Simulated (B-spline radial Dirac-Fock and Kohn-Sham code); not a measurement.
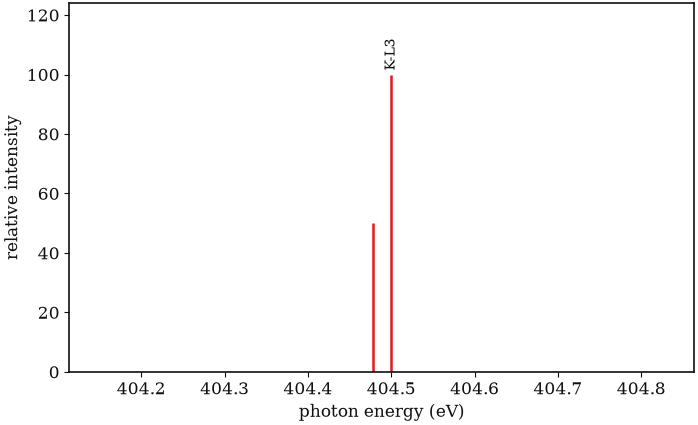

X-ray emission lines that fill a K (1s) hole, as sticks. Multiplet splitting by the open shell is left out. It refers to nitrogen in charge state +1 (N⁺) ([He] 2s2 2p2). Method: independent-particle rates on relativistic LDA orbitals of the hole state (multipoles to L = 3), energies from Dirac–Fock ΔSCF (computed with a B-spline radial code).

**Which line is the strongest, where is it and what share of the photons does it carry?**

K-L3 (Kα1) at 404.5 eV, 66.6 % of the radiative decays.

**How far apart are K-L3 (Kα1) and K-L2 (Kα2), and what is their intensity ratio?**

0.0219 eV apart, with K-L2 at 0.50 of the intensity of K-L3.

**What are the natural width, lifetime and fluorescence yield of the K hole?**

Width 0.0809 eV, lifetime 8.14 fs, fluorescence yield 0.00448.
